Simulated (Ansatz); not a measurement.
# UHF/STO-3G run of C2H3Ge (SMILES [C]#[C][GeH3])

What is the vertical doublet–quartet gap of C2H3Ge at UHF/STO-3G? 

The calculation is run with Ansatz 0.2.0.

55 further runs of the same task are left out: 6 that didn't finish, 49 set aside as unsound or not needed. Runs told in other sessions of the task aren't counted.

### Step 1. Starting point

C2H3Ge: 6 atoms, total charge 0, spin state doublet. SMILES: `[C]#[C][GeH3]`. The coordinates come from a PBE0-D4/def2-TZVP relaxation.

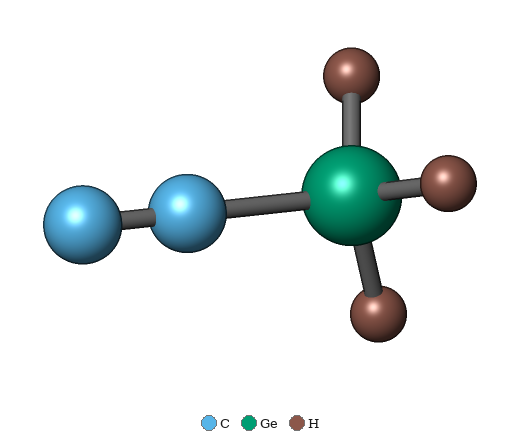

Viewed from a chosen angle; carbon blue, germanium teal, hydrogen brown.

### Step 2. A single-point energy at UHF/STO-3G

The input, molecule.yaml:

```yaml
crystal:
  periodic: [false, false, false]
  atoms:
    - {symbol: C, position_ang: [1.063000, -1.993700, 1.127200]}
    - {symbol: C, position_ang: [0.554800, -1.039400, 0.581600]}
    - {symbol: Ge, position_ang: [-0.244200, 0.461100, -0.277700]}
    - {symbol: H, position_ang: [-1.482100, -0.028100, -1.035900]}
    - {symbol: H, position_ang: [0.783700, 1.059700, -1.242900]}
    - {symbol: H, position_ang: [-0.633000, 1.476400, 0.801400]}
basis:
  gaussian: {orbitals: STO-3G}
magnetization: {spin_polarized: true, initial_magnetization: 1}
hamiltonian: {xc: hf}
accuracy: high
output: {orbitals: {seedname: orbitals}}
```

Launch:

```bash
$ ansatz run molecule.yaml --threads 1 --pin off --max-ram 3480MiB --events-out events.jsonl --progress --plain --runs-dir runs
```

Standard output:

```text
Warning: RAYON_NUM_THREADS=1 ignored (pool sized by the plan → 1); use --threads N
Functional definition: HF
  name "HF"
  exchange = exact_x
  correlation = 0
496 factors; integrals over basis functions are off by at most 3.3e-9 eV
mean field evaluation 1: about -57907.8238 eV, gradient 9.9e0 eV
mean field evaluation 2: about -57907.8314 eV, gradient 9.8e0 eV
mean field evaluation 4: about -57909.4615 eV, gradient 3.6e0 eV
mean field evaluation 8: about -57910.1006 eV, gradient 1.3e0 eV
mean field evaluation 16: about -57910.2576 eV, gradient 3.7e-4 eV
mean field evaluation 32: about -57910.2576 eV, gradient 3.4e-4 eV
mean field evaluation 64: about -57908.8747 eV, gradient 8.4e-2 eV
mean field evaluation 96: about -57908.7397 eV, gradient 1.2e0 eV
mean field -57910.25758575 eV, -2128.1627132940 hartree, gradient 1.5e-8 eV, S^2 1.294670; 2 other end points of the search recorded, 0 dependent functions left out
reference -57910.25758575 eV, -2128.1627132940 hartree; 24, 23 occupied and 7, 8 virtual orbitals, 496 factors
Total energy: -57910.25758575 eV, -2128.1627132940 hartree
```

Run time: 0.85 s. Hardware: 1 thread of Arm Neoverse V1, shared host.

### Step 3. The quartet

The input, run.yaml:

```yaml
crystal:
  periodic: [false, false, false]
  atoms:
    - {symbol: C, position_ang: [1.063000, -1.993700, 1.127200]}
    - {symbol: C, position_ang: [0.554800, -1.039400, 0.581600]}
    - {symbol: Ge, position_ang: [-0.244200, 0.461100, -0.277700]}
    - {symbol: H, position_ang: [-1.482100, -0.028100, -1.035900]}
    - {symbol: H, position_ang: [0.783700, 1.059700, -1.242900]}
    - {symbol: H, position_ang: [-0.633000, 1.476400, 0.801400]}
basis:
  gaussian:
    orbitals: STO-3G
magnetization:
  spin_polarized: true
  initial_magnetization: 3
hamiltonian:
  xc: hf
accuracy: high
output:
  orbitals: {seedname: orbitals}
```

Launch:

```bash
$ ansatz run run.yaml --threads 1 --pin off --max-ram 3480MiB --events-out events.jsonl --progress --plain --runs-dir runs
```

Standard output, shortened:

```text
Warning: RAYON_NUM_THREADS=1 ignored (pool sized by the plan → 1); use --threads N
[... 2 set-up lines as earlier in the session ...]
[...]
496 factors; integrals over basis functions are off by at most 3.3e-9 eV
[...]
mean field -57905.02919473 eV, -2127.9705734679 hartree, gradient 1.5e-8 eV, S^2 3.891978; 12 other end points of the search recorded, 0 dependent functions left out
reference -57905.02919473 eV, -2127.9705734679 hartree; 25, 22 occupied and 6, 9 virtual orbitals, 496 factors
Total energy: -57905.02919473 eV, -2127.9705734679 hartree
```

Wall time 4.8 s (1 thread of Arm Neoverse V1, shared host); peak memory 0.1 GiB.

### Step 4. What came out

At UHF/STO-3G:

| quantity | value |
| --- | --- |
| doublet: total energy | -2128.16271 Eh |
| doublet: HOMO energy (highest over α and β) | -8.90 eV |
| doublet: LUMO energy (lowest over α and β) | 6.06 eV |
| doublet: ⟨S²⟩ | 1.295 |
| quartet: total energy | -2127.97057 Eh |
| quartet: HOMO energy (highest over α and β) | -3.45 eV |
| quartet: LUMO energy (lowest over α and β) | 5.46 eV |
| quartet: ⟨S²⟩ | 3.892 |
| vertical energy of the quartet above the doublet | 5.228 eV |

In words: At this shape the quartet lies 5.23 eV (504 kJ/mol) above the doublet. In a minimal basis such a difference can be off by several eV, whatever the method. ⟨S²⟩ (doublet) is 1.29 where a pure doublet has 0.75: the reference is spin-contaminated. ⟨S²⟩ (quartet) is 3.89 where a pure quartet has 3.75: the reference is spin-contaminated.
